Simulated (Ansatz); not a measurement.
C2H8N2

```xyz
12

N    -0.7467    1.1246   -0.7137
C    -0.3062    0.5931    0.5666
C     0.8880   -0.3316    0.3867
N     0.6699   -1.4936   -0.4556
H    -1.1982    0.4000   -1.2581
H    -1.4329    1.8562   -0.5827
H    -0.0040    1.4338    1.1995
H    -1.0972    0.0519    1.1143
H     1.7124    0.2423   -0.0462
H     1.2200   -0.6763    1.3717
H     0.4939   -1.2175   -1.4130
H    -0.1221   -2.0381   -0.1355
```

Geometry: PBE0-D4/def2-TZVP.

Computed with RKS PBE0-D4/def2-TZVPP in Ansatz 0.2.0.

### What will maps of the electron density and electron localisation function show?

C–N (1.45 Å): ρ at the midpoint is about 1.9 e/Å³; the ELF peaks at about 0.95 between the atoms; a shared electron pair.
C–C (1.52 Å): ρ at the midpoint is about 1.7 e/Å³; the ELF peaks at about 0.95 between the atoms, as expected for a covalent bond.
N–H (1.01 Å): the density is about 2.9 e/Å³ at the midpoint; the ELF climbs to about 1 towards the hydrogen, as it does in any bond to H; a covalent bond by its length.
C–H (1.10 Å): ρ at the midpoint is about 2 e/Å³; the ELF climbs to about 1 towards the hydrogen: a covalent bond by its length.

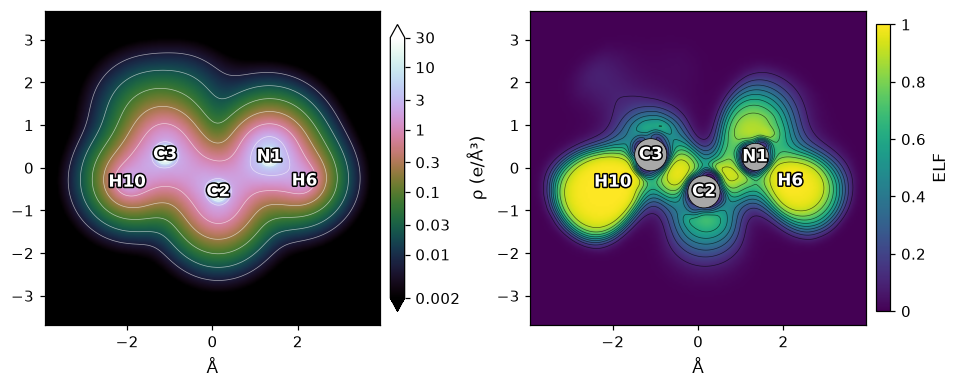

Computed electron density and electron localisation function on the plane of atoms N1, C2 and C3, in this order. Grey discs cover the atomic cores in the ELF map. 
